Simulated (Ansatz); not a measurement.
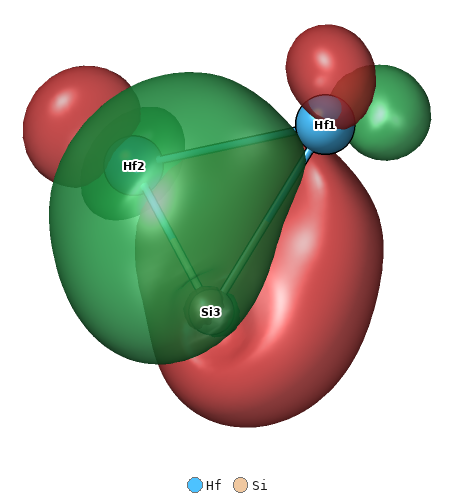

The picture shows: Hf₂Si (quintet). The HOMO (β) at ±0.1 Å⁻³ᐟ² (green and red are the two phases), seen at a tilt.

Geometry: r2SCAN-D4/def2-TZVP; ⟨S²⟩ = 6.05, above the pure value of 6.00; core potentials replace the inner electrons of Hf.

Method: Ansatz, UKS PBE0-D4/def2-TZVP.

**Describe this orbital and give its energy.**

It lies mainly on Si3 (about 45 %), Hf1 (about 30 %) and Hf2 (about 30 %); it changes sign across the molecular plane (π type); π-bonding across Hf1–Hf2; π-antibonding (a node) across Hf1–Si3 and Hf2–Si3. Its energy is −5.00 eV.
